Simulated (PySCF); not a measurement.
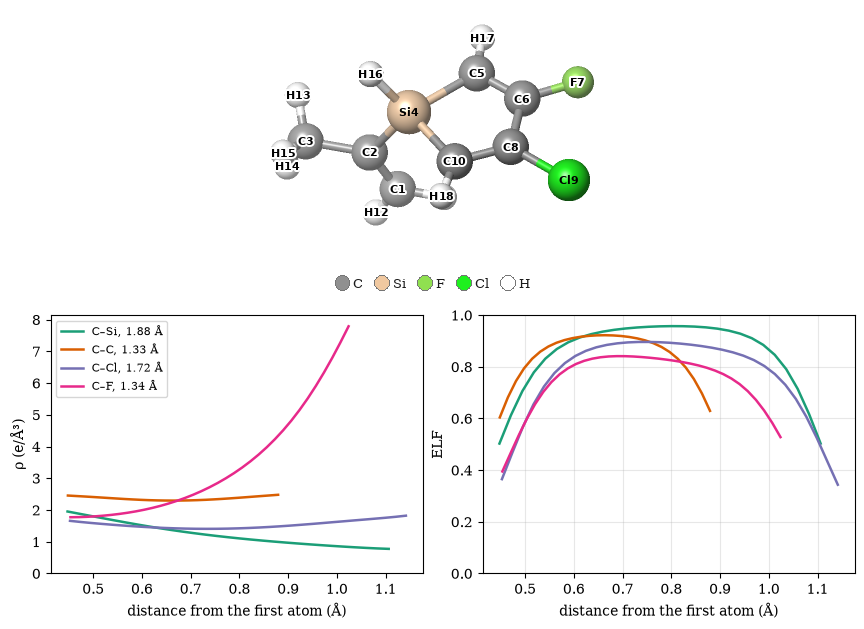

The picture shows: C$_{7}$H$_{8}$ClFSi. Electron density and ELF along straight lines between neighbouring atoms. The curves leave out the atomic cores. The structure is drawn too.

Geometry: GFN2-xTB.

Theory: PySCF, PBE0/pcSseg-1, SCF density, gas phase, non-relativistic.

```
atom    x (Å)    y (Å)    z (Å)
   C  -1.5472  -0.9733   0.9504
   C  -1.4531  -0.1238  -0.0649
   C  -2.6613   0.3542  -0.8091
  Si   0.2229   0.5393  -0.6388
   C   1.5019  -0.8105  -0.9349
   C   2.4749  -0.6456  -0.0407
   F   3.5532  -1.4407   0.0480
   C   2.3584   0.4687   0.8991
  Cl   3.6059   0.6976   2.0654
   C   1.2707   1.2314   0.7702
   H  -0.6773  -1.3158   1.4853
   H  -2.4963  -1.3600   1.2896
   H  -2.5811   0.0891  -1.8618
   H  -3.5717  -0.0821  -0.4042
   H  -2.7325   1.4385  -0.7477
   H   0.1151   1.4676  -1.7669
   H   1.5228  -1.6061  -1.6567
   H   1.0860   2.0777   1.4060
```

**Compare the contacts.**

C–Si (1.88 Å): ρ at the midpoint is about 0.92 e/Å³; the ELF peaks at about 0.95 between the atoms, as expected for a shared electron pair.
C–C (1.33 Å): ρ at the midpoint is about 2.3 e/Å³; the ELF peaks at about 0.90 between the atoms: a multiple bond.
C–Cl (1.72 Å): the density is about 1.5 e/Å³ at the midpoint; the ELF peaks at about 0.90 between the atoms; a shared electron pair.
C–F (1.34 Å): the density is about 2.3 e/Å³ at the midpoint; the ELF peaks at about 0.85 between the atoms, as expected for a polar covalent bond.
